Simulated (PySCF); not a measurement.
# H₄N, charge +1, SMILES `[NH4+]`: electronic structure

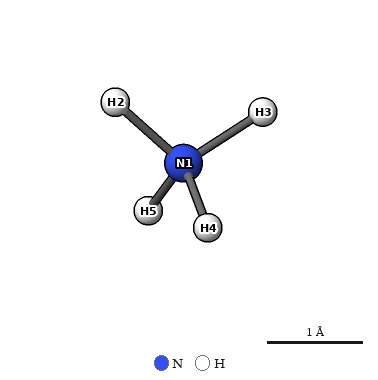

The molecule, with its atoms numbered as below. No frequency check shows the geometry to be a minimum.

Coordinates in Å:

```
N1       0.0000   -0.0000    0.0000
H2       0.8250   -0.5944    0.1611
H3      -0.8250   -0.5944   -0.1611
H4      -0.1611    0.5944    0.8250
H5       0.1611    0.5944   -0.8250
```

Part 1: Bonding charge

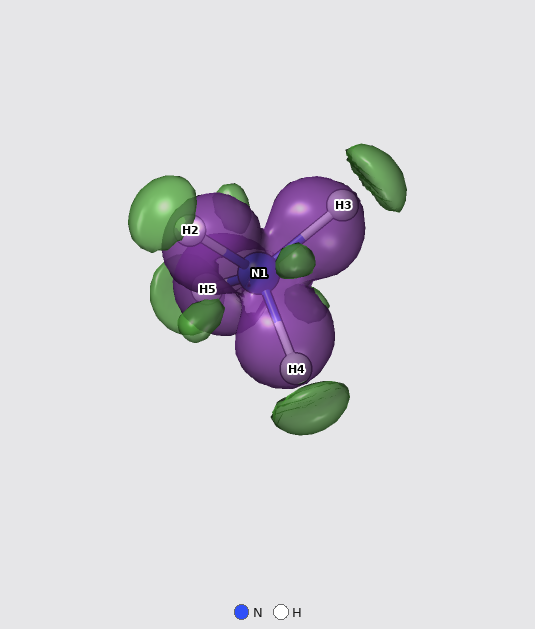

Deformation density (molecule less spherical, spin-averaged free atoms at the same positions), surfaces at ±0.1 e/Å³; purple: gain, green: loss.

Computed with PySCF, BP86/aug-cc-pVDZ, geometry: GFN2-xTB.

> Describe the bonding that the map shows.

N1–H2, N1–H3, N1–H4 and N1–H5: +0.76 e/Å³ at the bond critical point (bond length 1.03 Å). In all, 0.6 electrons gather in the regions of gain relative to the promolecule of neutral atoms (the regions of loss give up this much and the cation's charge besides).

> Where do the Hirshfeld charges lie?

The highest Hirshfeld charge is on H2, H3, H4 and H5 (+0.24 e), the lowest on N1 (+0.04 e).

| atom | charge (e) |
| --- | --- |
| N1 | +0.04 |
| H2 | +0.24 |
| H3 | +0.24 |
| H4 | +0.24 |
| H5 | +0.24 |

Part 2: Bond critical points

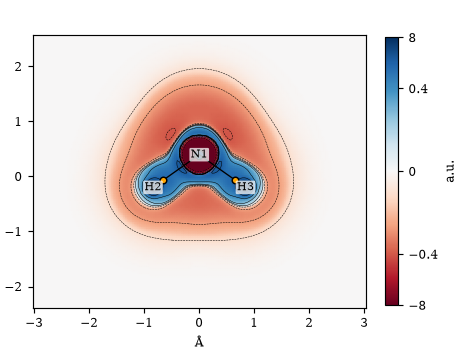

Negative Laplacian of the density (−∇²ρ) in the plane of N1, H2 and H3 (blue positive, red negative, colour scale in a.u., logarithmic beyond ±0.04), with bond paths and bond critical points (dots).

> Sort the bonds in the plane by the sign of ∇²ρ at their critical points.

Concentrated (∇²ρ < 0): N1–H2 and N1–H3 (−1.56 a.u.). At none is it depleted.

> Where along N1–H2 does the critical point lie?

0.80 Å from N1 and 0.23 Å from H2.

Part 3: Electrostatic potential

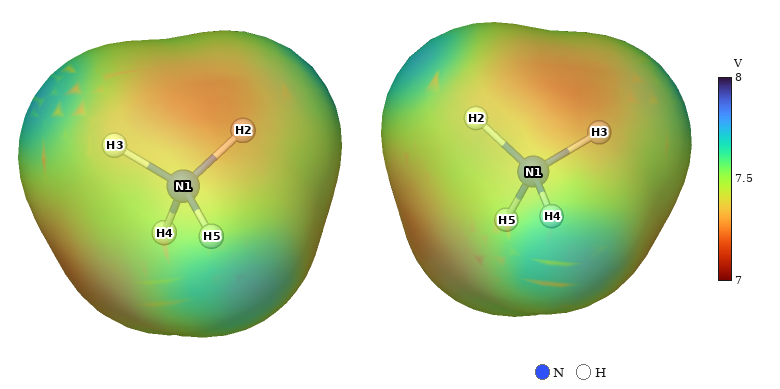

Electrostatic potential on the surface of electron density 0.001 a.u. (back view left, front view right).

> Where are the extremes of the potential on the surface?

Highest: 7.75 V, 1.1 Å from H3. Lowest: 7.25 V, near H4 (1.69 Å), H2 (1.72 Å), N1 (1.77 Å) and H5 (1.78 Å), and at like points elsewhere. The surface is sampled at points, so like sites can differ by a few per cent and only the strongest of them is named.

> What volume does the surface enclose?

About 30 Å³.

Part 4: In an electric field

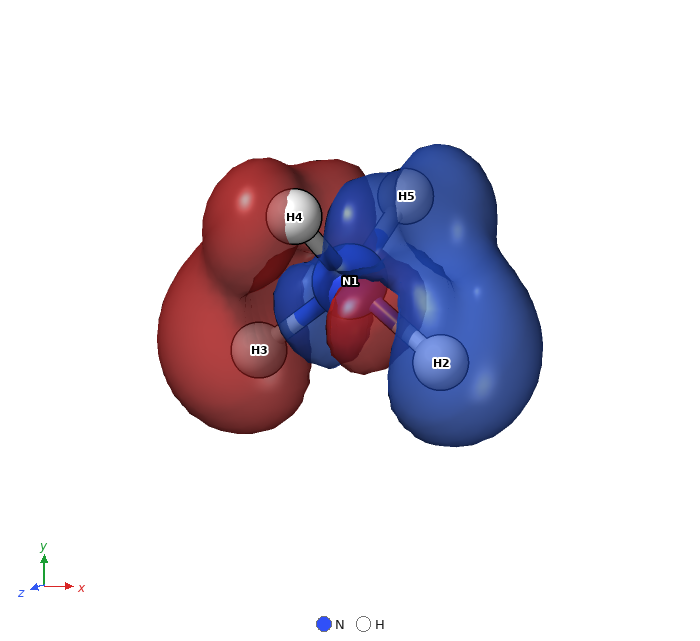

Change of the electron density in a uniform field of 0.10 V/Å, surfaces at ±0.0006 e/Å³ (blue: gain, red: loss).

Computed with PySCF, ωB97X/def2-SVPD, geometry: GFN2-xTB.

The field was applied in both directions; the picture shows the one opposite to the script's first.

> Along which Cartesian direction does the field point?

Along −x: electrons gather on the +x side, against the field.

> How large is the response?

The induced dipole is 0.05 D (along the field); α along this axis, from the fields in both directions, is 9 bohr³ (1.4 Å³).

Part 5: Removing or adding an electron

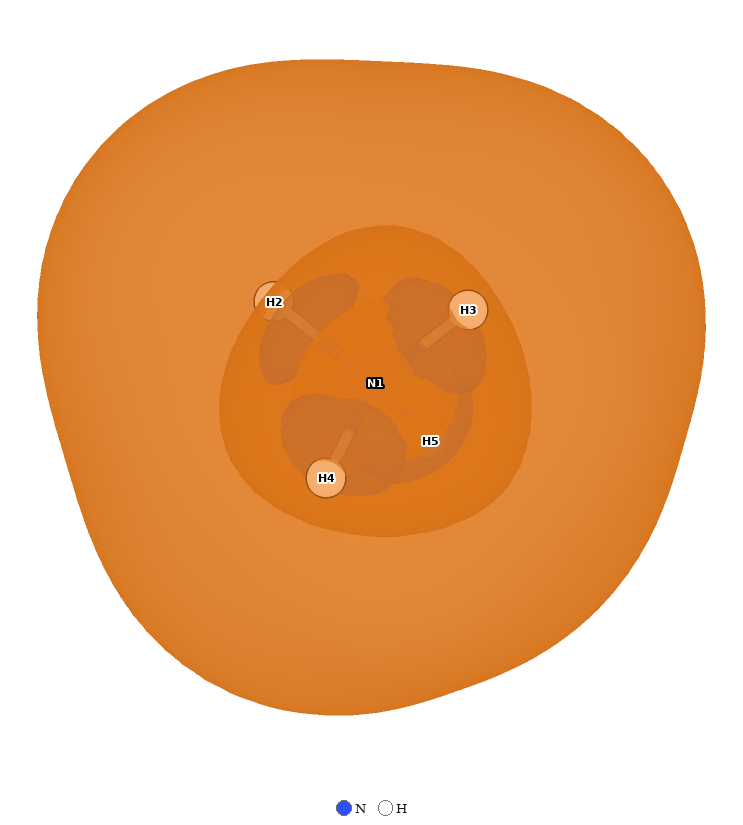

Fukui function f⁺ = ρ(N+1) − ρ(N) at fixed geometry, surfaces at ±0.005 e/Å³ (orange positive, blue negative).

PySCF calculation, B3LYP/aug-cc-pVDZ, gas phase; geometry: GFN2-xTB.

> Which atoms respond most to the addition of an electron?

f⁺ (Hirshfeld-condensed) is largest on H2, H3, H4 and H5 (0.21 each) and N1 (0.17); the vertical electron affinity is 4.77 eV (the stability of the neutral species's solution wasn't checked). Condensed values hint at sites of nucleophilic attack but needn't mark the atom that reacts. Shares this close don't rank the sites. Orbital relaxation makes it negative in places (0.02 e in all).

Part 6: Localised orbitals

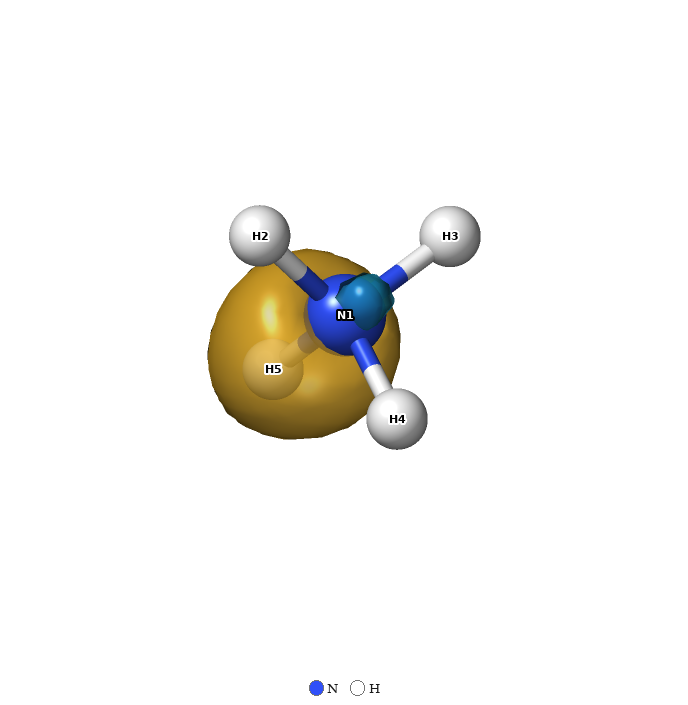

Pipek–Mezey orbitals, occupied; each surface holds about 70 % of the orbital's density. Energies are diagonal elements of the Fock matrix.

Computed with PySCF, HF/def2-SVP, geometry: GFN2-xTB.

> What does this orbital represent?

σ bond N1–H5 (N1 66 %, H5 34 %; −30.8 eV).

> How do all the valence pairs divide up?

4 pairs: 4 σ bonds.

The PySCF runs shown took 1.4 s, 2.2 s, 9.3 s and 0.6 s on 1 thread of AMD EPYC 9R45 96-Core Processor (Zen 5), with other jobs on the host.
